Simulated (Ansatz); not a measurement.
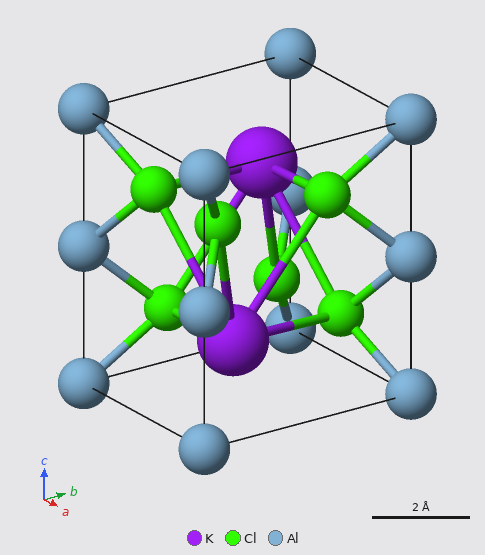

Crystal structure, ball-and-stick style, seen slightly off an axis. The edges of the simulation cell are marked.

```
CELL_PARAMETERS angstrom
6.86754 0.00000 0.00000
-3.43377 5.94747 0.00000
0.00000 0.00000 5.83173
ATOMIC_POSITIONS crystal
K 0.33330 0.66670 0.75000
K 0.66660 0.33330 0.25000
Cl 0.15660 0.84340 0.25000
Cl 0.31320 0.15660 0.75000
Cl 0.15660 0.31320 0.25000
Cl 0.84340 0.15660 0.75000
Cl 0.68680 0.84340 0.25000
Cl 0.84340 0.68680 0.75000
Al 0.00000 0.00000 0.00000
Al 0.00000 0.00000 0.50000
```

Level of theory and settings: Ansatz 0.2.0, DFT, PAW plane waves, r2SCAN, plane-wave cutoff 500 eV, k-grid 5×5×5, Methfessel-Paxton smearing of 0.021 eV, no spin polarisation.

**What charge does Bader's analysis assign to each element?**

K +0.85 e; Al +2.11 e; Cl -0.99 e.

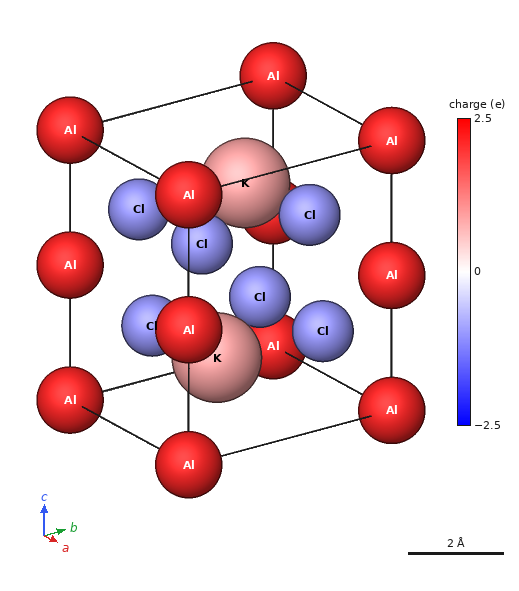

The atoms coloured by those charges.

Note that this is a generated cell, made by putting these elements into a known structure type (the compound may or may not exist in this form), and that it hasn't been relaxed. An electronic-structure calculation with Ansatz was run on it.

At this level of theory the cell isn't at rest (compressed, at 5 GPa and forces up to 1.1 eV/Å), so its distances can differ from those at equilibrium, the more so the softer the solid.
